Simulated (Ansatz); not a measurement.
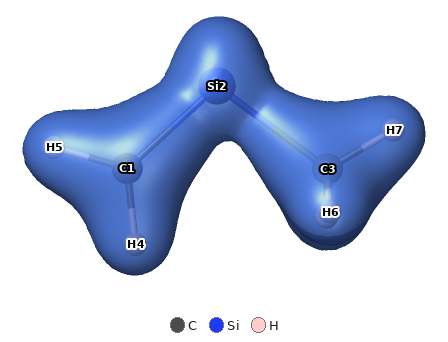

Figure 1: C2H5Si (charge −1). Isosurface of the total electron density at 0.4 e/Å³ (blue), seen across its widest extent.

The highest occupied orbital lies above zero, a sign that basis and functional describe the outermost electron poorly.

Level of theory: Ansatz 0.2.0, RKS B3LYP-D4/def2-SVP.

```xyz
8

C    -0.9317    1.0512   -0.8001
Si    0.8027    0.7309   -0.6810
C     0.8040   -0.8006    0.6017
H    -1.7398    0.5081   -0.2735
H    -1.3255    1.8562   -1.4453
H     0.3394   -0.5178    1.5672
H     1.8238   -1.1688    0.8262
H     0.2270   -1.6592    0.2046
```

**What does this surface tell about the bonding?**

At this value the surface is in one piece. It bridges the shortest C–Si (1.77 Å), C–H (1.10 Å) and C–Si (2.00 Å) contacts, where the density stays above the isovalue. On the grid the lowest density along these lines, outside the cores, is 0.86 e/Å³ (C–Si, 1.77 Å), 1.7 e/Å³ (C–H, 1.10 Å) and 0.6 e/Å³ (C–Si, 2.00 Å).
